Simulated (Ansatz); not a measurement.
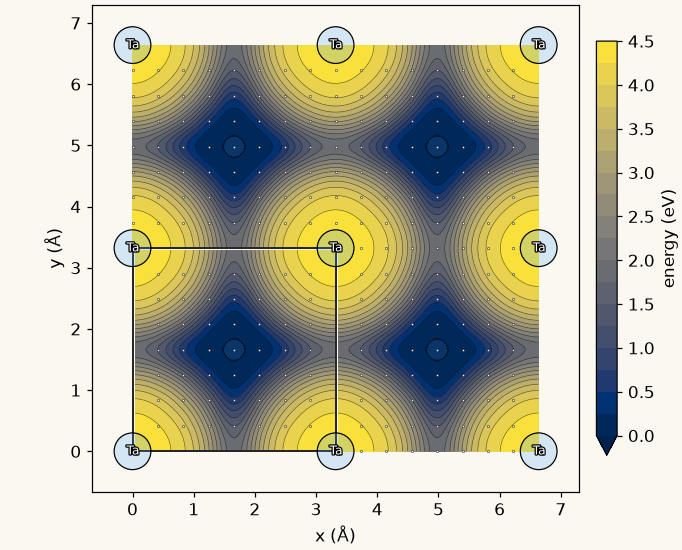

C on a Ta(100) slab cut from the Im-3m phase, its upper half relaxed before the scan (16 atoms of substrate and one adsorbate in a 2 × 2 cell). C is moved over the surface cell; relaxed at each place: the height of the adsorbate's atoms; substrate rigid; the origin of the map has the adsorbate above Ta13. Places are given modulo a cell vector. The map is drawn in real space over the plane of the surface. Grid: 8 × 8 points; 15 points were computed and 49 follow by symmetry. Places are given in fractions of the 1 × 1 surface cell. Energies are in eV, from the lowest grid point. Level of theory: DFT PBE, scalar-relativistic, plane waves, PAW (Ansatz 0.2.0). Settings: cutoff 420 eV, k-mesh 4×4×1, gaussian smearing 0.1 eV, no spin polarisation.

Drawn: filled contours, dots at the grid points, labelled circles for the atoms of the top layer and small ones for the second layer, the outline of one cell of the 2 × 2 shown. Between grid points the surface is interpolated.

The lowest grid point is at a fourfold hollow over a second-layer Ta atom, (4/8, 4/8) of the cell vectors. It is the only kind of minimum in the scanned range. The highest grid point, the top site over a surface Ta atom, (0/8, 0/8) of the cell vectors, lies 4.42 eV above the lowest. On the interpolated surface the easiest way out of the lowest well to its copy in the next cell or period passes a barrier of about 1.8 eV. At the lowest point the adsorbate has 1 Ta at 2.13 Å as nearest neighbours, at the highest 1 Ta at 1.88 Å. Its relaxed height above the top atom is 0.64 Å at the lowest and 1.88 Å at the highest point.

C is replaced by Li; all else is set up alike.

What does this change do to the map?

The lowest place stays at a fourfold hollow over a second-layer Ta atom, (4/8, 4/8) of the cell vectors. The span from the lowest to the highest grid point shrinks from 4.42 to 0.50 eV. The easiest pass out of the lowest well goes from about 1.8 to about 0.27 eV on the interpolated surfaces. In the new map: at the lowest point the adsorbate has 4 Ta at 3.11 Å as nearest neighbours, at the highest 1 Ta at 2.81 Å. Its relaxed height above the top atom is 2.04 Å at the lowest and 2.81 Å at the highest point.

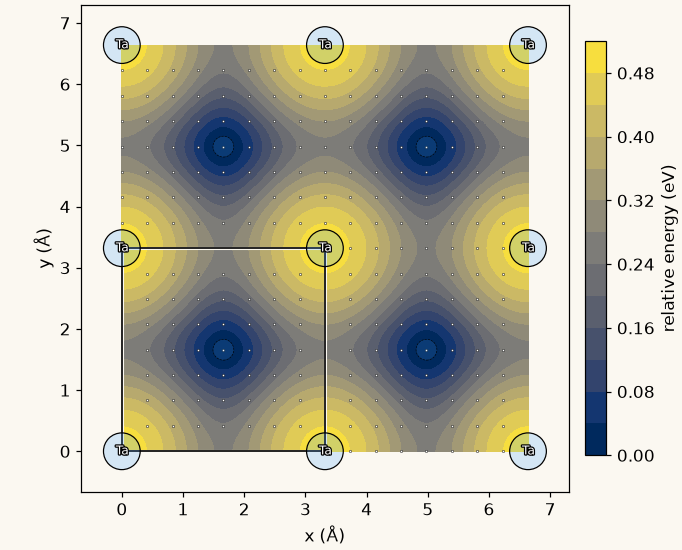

The map after the change, on a colour scale of its own. In the figure: filled contours, dots at the grid points, labelled circles for the atoms of the top layer and small ones for the second layer, the outline of one cell of the 2 × 2 shown. Between grid points the surface is interpolated.

PAW datasets: the set soft_1.
